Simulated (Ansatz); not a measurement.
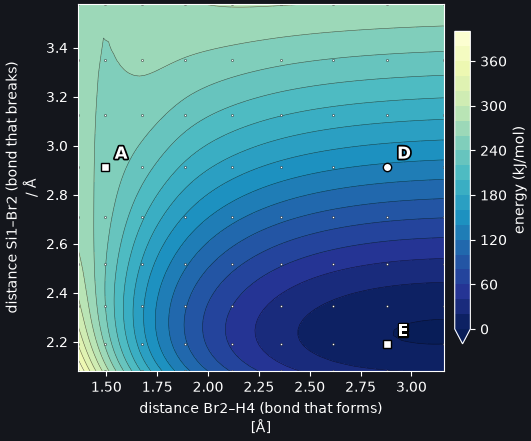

The reacting system BrH3OSi (fragments BrH₃OSi where the first distance is long, H₂OSi + BrH where the second is long). The first coordinate is: distance Br2–H4 (bond that forms); the second: distance Si1–Br2 (bond that breaks). Relaxed at each point: all other coordinates. The grid has 9 × 9 points. Points are written as (first, second). Energies are in kJ/mol, from the lowest grid point. The reference is spin-restricted, so regions where a bond is pulled apart into radicals lie too high. All numbers below come from RKS r2SCAN-D4/def2-SVP (Ansatz 0.2.0).

The picture shows filled contours, dots at the grid points, lettered points. Between grid points the surface is interpolated.

Question: Is E the lowest point of the computed grid?

Answer: No. E lies 2.0 kJ/mol above the lowest grid point, which is at (3.159 Å, 2.190 Å).

Question: What kind of point is each of A, D: minimum, saddle, maximum or slope?

Answer: A: on a slope; D: on a slope. (In these two coordinates alone; a stationary point may lie a little off the grid point.)

Question: Rank the lettered points by energy, lowest first.

Answer: E (2.0 kJ/mol), D (136 kJ/mol), A (254 kJ/mol).
